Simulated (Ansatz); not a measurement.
Abstraction of Cl: C2H4Cl2Si + C4H9 → C2H4ClSi + C4H9Cl

Species: C2H4Cl2Si `C=C[SiH](Cl)Cl`, singlet; C4H9 `C[C](C)C`, doublet; C2H4ClSi `C=C[SiH]Cl`, doublet; C4H9Cl (2-chloro-2-methylpropane) `CC(C)(C)Cl`, singlet. A radical takes Cl: the energy is the difference in strength between the Si–Cl bond broken and the C–Cl bond made.

Shapes, held fixed at every level: PBE0-D4/def2-TZVP. Flexible molecules stand in one conformer, not always the lowest. Programs: Ansatz 0.2.0. The zero-point and thermal change to 298 K, harmonic and unscaled (PBE0-D4/def2-TZVP), is +4.2 kJ/mol.

```tsv
level	kind	ΔH(298 K) (kJ/mol)	less CCSD(T)/CBS estimate	CPU time (sum over the molecules)
SPW92/def2-TZVPP	LDA	+91.4	-19.2	13 s
wB97X-V/def2-TZVPP	range-separated hybrid	+116.4	+5.8	72 s
B2PLYP/def2-TZVPP	double hybrid	+116.6	+6.0	54 s
CCSD(T)/def2-SVP	coupled cluster or CI	+101.6	-9.0	63 s
CCSD/def2-SVP	coupled cluster or CI	+107.2	-3.4	–
CCSD(T)/def2-TZVPP	coupled cluster or CI	+107.5	-3.1	15 min
CCSD/def2-TZVPP	coupled cluster or CI	+113.9	+3.3	–
CCSD(T)/CBS estimate	coupled cluster or CI	+110.6	0.0	18 min
```

The highest level, CCSD(T)/CBS estimate, gives ΔH(298 K) = +110.6 kJ/mol; the levels span +91.4 to +116.6. The column of differences is taken from that level and isn't an error. No measured value is set beside it here. Spin contamination: C2H4ClSi (⟨S²⟩ up to 0.87). Open shells run unrestricted unless RO is named. The CBS estimate extrapolates MP2 from def2-TZVPP and def2-QZVPP and adds CCSD(T) − MP2 in the triple-zeta set, cores frozen. Times are processor times on shared x86 and Arm servers, and rough.

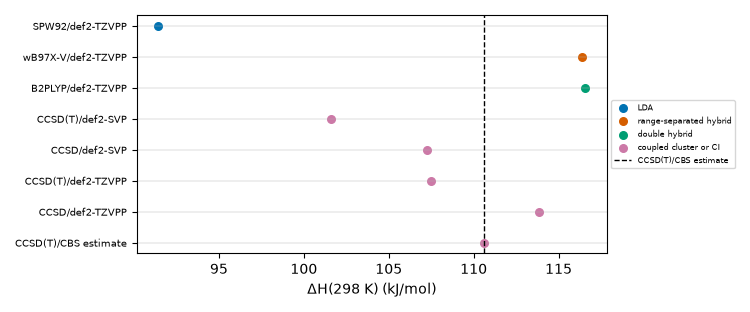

The values of the table, level by level.
